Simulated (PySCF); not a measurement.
**Two runs on C$_{6}$H$_{14}$N$_{2}$Si$_{2}$**

System: C$_{6}$H$_{14}$N$_{2}$Si$_{2}$.
Method of run 1: GIAO wB97X-D/pcSseg-1 NMR shielding, non-relativistic, gas phase (PySCF 2.14.0).

The geometry comes from this level: PBE0-D3(BJ)/def2-SVP. Text and figures count atoms from 1; the logs count them from 0 in places.

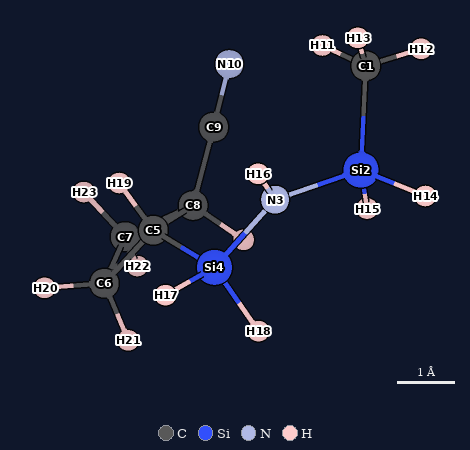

Fig. 1: The structure as given in the input (ball-and-stick view, seen at a tilt; atoms are numbered from 1 in the order of the input).

Input file, run 1:
```
{"job": {"kind": "nmr", "xc": "wB97X-D", "basis": "pcSseg-1", "pop": false}, "charge": 0, "multiplicity": 1}
C      2.997898     1.296945    -1.356027
Si     2.615236    -0.313839    -0.488893
N      1.737195    -0.066011     1.004353
Si     0.257204    -0.818099     1.511123
C     -1.264006    -0.006217     0.745571
C     -2.669210    -0.643889     0.868506
C     -2.953534    -0.241258    -0.588500
C     -1.427935    -0.104656    -0.802570
C     -0.909357     0.985441    -1.606521
N     -0.480067     1.874095    -2.213350
H      2.071360     1.821729    -1.634714
H      3.581042     1.109538    -2.271595
H      3.597334     1.957642    -0.709296
H      3.895907    -1.056485    -0.246571
H      1.730647    -1.187416    -1.323494
H      2.135530     0.606485     1.653857
H      0.157976    -0.736863     3.001842
H      0.233837    -2.251263     1.074688
H     -1.303881     1.056532     1.037688
H     -3.335363    -0.246677     1.646898
H     -2.614813    -1.738771     0.983567
H     -3.484749    -0.950843    -1.239199
H     -3.445366     0.740138    -0.651900
H     -1.002630    -1.047916    -1.185962
```

The first line tells a small driver script what to run in PySCF; the rest is the geometry in Å.

Launched with:
```bash
OMP_NUM_THREADS=1 python <driver script> task.json out
```

Hardware: 1 CPU thread, shared host.

Output (run 1):
```
coarse grid: 20568 points
cycle   1  E = -925.2166970443  dE =  1.206e+00  |g| = 6.493e-01  |ddm| = 4.415e+00
cycle   2  E = -925.1522512397  dE =  6.445e-02  |g| = 8.993e-01  |ddm| = 1.183e+00
cycle   3  E = -925.3193030273  dE = -1.671e-01  |g| = 1.145e-01  |ddm| = 6.621e-01
cycle   4  E = -925.3216289097  dE = -2.326e-03  |g| = 6.061e-02  |ddm| = 1.138e-01
cycle   5  E = -925.3223972973  dE = -7.684e-04  |g| = 1.089e-02  |ddm| = 5.975e-02
cycle   6  E = -925.3224242590  dE = -2.696e-05  |g| = 2.862e-03  |ddm| = 1.241e-02
cycle   7  E = -925.3224265827  dE = -2.324e-06  |g| = 8.282e-04  |ddm| = 5.029e-03
final grid: 188296 points
cycle   8  E = -925.3894148198  dE = -2.871e-04  |g| = 8.902e-03  |ddm| = 5.786e-02
cycle   9  E = -925.3894178043  dE = -2.985e-06  |g| = 8.817e-03  |ddm| = 1.459e-02
cycle  10  E = -925.3894331411  dE = -1.534e-05  |g| = 1.598e-03  |ddm| = 5.910e-03
cycle  11  E = -925.3894335140  dE = -3.729e-07  |g| = 9.771e-04  |ddm| = 1.783e-03
cycle  12  E = -925.3894337298  dE = -2.158e-07  |g| = 2.273e-04  |ddm| = 9.759e-04
cycle  13  E = -925.3894337414  dE = -1.160e-08  |g| = 5.446e-05  |ddm| = 2.476e-04
cycle  14  E = -925.3894337425  dE = -1.119e-09  |g| = 1.606e-05  |ddm| = 1.141e-04
cycle  15  E = -925.3894337426  dE = -1.125e-10  |g| = 4.987e-06  |ddm| = 4.495e-05
converged SCF energy = -925.3894337426

GIAO shielding tensors (ppm)
atom      isotropic    diamagn.    paramagn.     s11        s22        s33       span
  0 C      185.335     256.130     -70.795    175.321    186.835    193.850     18.528
  1 Si     375.426     881.076    -505.649    321.539    378.285    426.455    104.916
  2 N      252.675     328.018     -75.343    239.250    249.840    268.934     29.684
  3 Si     377.454     881.478    -504.025    331.571    387.933    412.857     81.286
  4 C      153.782     253.726     -99.944    133.781    156.336    171.229     37.448
  5 C      164.460     252.787     -88.326    149.687    167.414    176.279     26.592
  6 C      154.406     252.277     -97.872    138.725    152.866    171.626     32.900
  7 C      159.972     250.139     -90.167    144.101    165.126    170.689     26.588
  8 C       55.029     263.534    -208.505    -65.263    -63.393    293.742    359.005
  9 N      -36.865     342.102    -378.967   -203.008   -187.812    280.225    483.233
 10 H       29.922      35.532      -5.610     24.168     28.369     37.229     13.061
 11 H       31.381      28.211       3.170     27.218     27.729     39.196     11.978
 12 H       31.117      29.720       1.398     27.119     28.748     37.485     10.366
 13 H       26.566      28.522      -1.956     22.399     24.963     32.337      9.938
 14 H       26.801      32.870      -6.070     23.701     27.062     29.640      5.939
 15 H       31.697      33.152      -1.455     23.262     29.142     42.686     19.424
 16 H       26.807      29.642      -2.836     22.858     25.551     32.011      9.153
 17 H       26.839      31.011      -4.172     23.090     26.457     30.972      7.881
 18 H       29.562      34.981      -5.419     27.814     29.288     31.582      3.768
 19 H       29.815      29.677       0.138     25.975     26.235     37.236     11.262
 20 H       29.760      31.151      -1.391     26.534     28.303     34.444      7.910
 21 H       29.247      28.843       0.404     25.566     25.838     36.336     10.770
 22 H       29.045      30.372      -1.327     26.151     27.466     33.518      7.367
 23 H       28.752      33.492      -4.740     26.606     28.310     31.342      4.736
```

The input of run 2 differs as follows (lines with − go, lines with + come):
```diff
-"xc": "wB97X-D"
+"xc": "PBE0"
-"pop": false
```

Predict how the results change.

The total energies belong to different methods, so their difference says nothing on which is more stable or more accurate. The HOMO goes from −9.11 to −7.25 eV. The LUMO goes from 2.09 to 0.32 eV. The dipole moment goes from 3.09 to 3.02 D. Of all shieldings, the largest change is that of Si2, by −1.5 ppm. The functional changes from wB97X-D to PBE0. The SCF takes 14 iterations against 15.

Output (run 2):
```
coarse grid: 20568 points
cycle   1  E = -924.6967070055  dE =  9.294e-01  |g| = 6.504e-01  |ddm| = 4.473e+00
cycle   2  E = -924.5351991343  dE =  1.615e-01  |g| = 1.081e+00  |ddm| = 1.384e+00
cycle   3  E = -924.7832709850  dE = -2.481e-01  |g| = 2.451e-01  |ddm| = 9.302e-01
cycle   4  E = -924.7956762477  dE = -1.241e-02  |g| = 6.572e-02  |ddm| = 2.050e-01
cycle   5  E = -924.7965584579  dE = -8.822e-04  |g| = 1.977e-02  |ddm| = 6.948e-02
cycle   6  E = -924.7966425360  dE = -8.408e-05  |g| = 5.564e-03  |ddm| = 2.003e-02
cycle   7  E = -924.7966494629  dE = -6.927e-06  |g| = 1.043e-03  |ddm| = 5.433e-03
final grid: 188296 points
cycle   8  E = -924.8525103585  dE = -4.197e-05  |g| = 9.667e-03  |ddm| = 4.155e-02
cycle   9  E = -924.8524950725  dE =  1.529e-05  |g| = 1.257e-02  |ddm| = 1.923e-02
cycle  10  E = -924.8525335357  dE = -3.846e-05  |g| = 9.696e-04  |ddm| = 1.106e-02
cycle  11  E = -924.8525336726  dE = -1.369e-07  |g| = 5.725e-04  |ddm| = 1.129e-03
cycle  12  E = -924.8525337373  dE = -6.472e-08  |g| = 1.671e-04  |ddm| = 4.529e-04
cycle  13  E = -924.8525337431  dE = -5.800e-09  |g| = 4.678e-05  |ddm| = 1.527e-04
cycle  14  E = -924.8525337436  dE = -4.741e-10  |g| = 1.247e-05  |ddm| = 4.850e-05
converged SCF energy = -924.8525337436

GIAO shielding tensors (ppm)
atom      isotropic    diamagn.    paramagn.     s11        s22        s33       span
  0 C      185.247     255.938     -70.691    174.866    187.043    193.833     18.967
  1 Si     373.911     881.157    -507.246    319.824    376.794    425.115    105.292
  2 N      251.619     327.392     -75.773    238.487    247.996    268.374     29.887
  3 Si     376.623     881.533    -504.910    330.311    387.494    412.065     81.754
  4 C      152.483     252.728    -100.244    131.330    155.953    170.167     38.837
  5 C      163.795     252.660     -88.866    148.313    166.901    176.170     27.857
  6 C      153.875     252.268     -98.393    137.639    152.564    171.423     33.784
  7 C      158.839     249.437     -90.598    142.534    164.111    169.871     27.337
  8 C       55.725     262.773    -207.048    -63.792    -61.601    292.570    356.362
  9 N      -37.206     341.648    -378.854   -202.278   -186.984    277.643    479.921
 10 H       29.791      35.055      -5.263     24.024     28.238     37.111     13.087
 11 H       31.262      28.217       3.045     27.075     27.605     39.107     12.032
 12 H       30.996      29.652       1.345     27.002     28.613     37.374     10.372
 13 H       26.345      28.400      -2.056     22.156     24.759     32.119      9.963
 14 H       26.625      32.514      -5.890     23.516     26.909     29.449      5.933
 15 H       31.579      33.133      -1.554     23.084     29.032     42.621     19.537
 16 H       26.601      29.516      -2.915     22.673     25.368     31.762      9.090
 17 H       26.655      30.753      -4.098     22.896     26.321     30.749      7.854
 18 H       29.320      34.528      -5.208     27.631     29.125     31.205      3.573
 19 H       29.692      29.644       0.048     25.842     26.150     37.085     11.243
 20 H       29.589      30.977      -1.388     26.414     28.182     34.172      7.758
 21 H       29.097      28.795       0.303     25.427     25.683     36.182     10.755
 22 H       28.886      30.315      -1.429     26.008     27.362     33.287      7.280
 23 H       28.522      32.993      -4.470     26.431     28.128     31.008      4.578
```

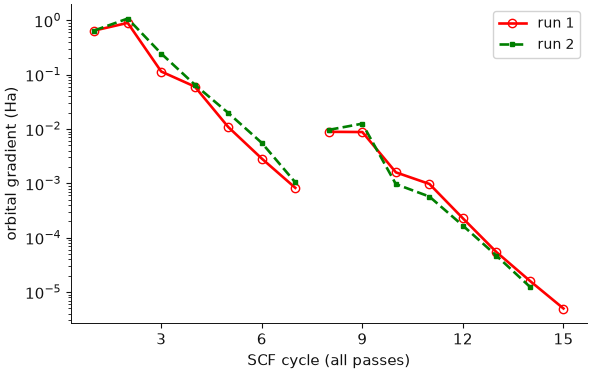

Fig. 2: Convergence of the two runs: orbital gradient against the SCF cycle. A break in a curve parts two SCF passes (coarse and final grid). Run 1 takes 15 cycles in all, and run 2 takes 14.

The two runs side by side:

```tsv
quantity	run 1	run 2
outcome	converged	converged
total energy (hartree)	−925.389434	−924.852534
HOMO (eV)	−9.11	−7.25
LUMO (eV)	2.09	0.32
dipole moment (D)	3.09	3.02
shielding of Si2 (ppm)	375.4	373.9
shielding of N3 (ppm)	252.7	251.6
shielding of Si4 (ppm)	377.5	376.6
shielding of C5 (ppm)	153.8	152.5
shielding of C6 (ppm)	164.5	163.8
shielding of C8 (ppm)	160.0	158.8
shielding of C9 (ppm)	55.0	55.7
SCF iterations	15	14
basis functions	254	254
wall time (shared host)	2.4 min	2.3 min
```
